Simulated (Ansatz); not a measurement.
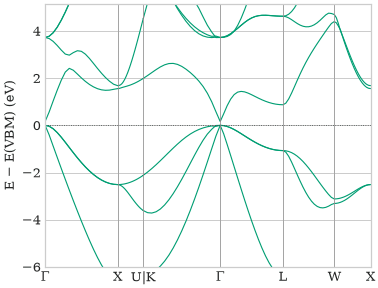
Figure: Band structure from PBE (plane waves, PAW; program Ansatz)

Read off the gap and where the band edges lie.

About 0.2 eV (0.16 eV by a search for the band edges); maximum at Γ, minimum at Γ.

Which of these materials gives this?
(A) CuI, zinc blende
(B) BeTe, zinc blende
(C) GaAs, zinc blende
(D) CuCl, zinc blende

C, GaAs, zinc blende

Space group F-43m (zinc blende). Symmetry was held in the PBE relaxation. Scalar-relativistic: spin–orbit coupling is off unless named, which matters more the heavier the elements.

Potentials: the later of the program's two PAW sets.
